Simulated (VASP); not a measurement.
Band structure of Sc (hcp). Calculation: vdW-DF-cx, VASP's PBE PAW potentials (set 64) (plane waves; VASP 6.6.1).

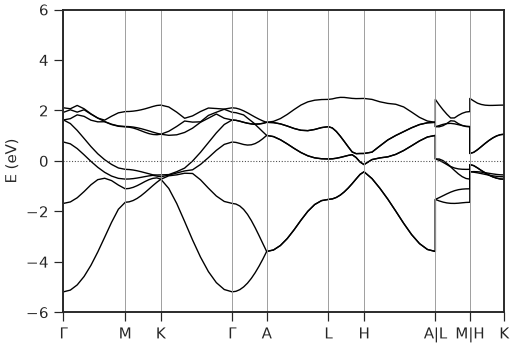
Figure: Bands along high-symmetry lines, zero at the valence-band maximum or, without a gap, the Fermi level

Q: Read the plot: is there a gap, and where are the band edges?

A: It has no gap at this level: it comes out as a metal or semimetal. (Edges off the drawn lines would not show.)

The compound is Sc in the hcp structure. It was relaxed first, which changed the volume by -5 %.
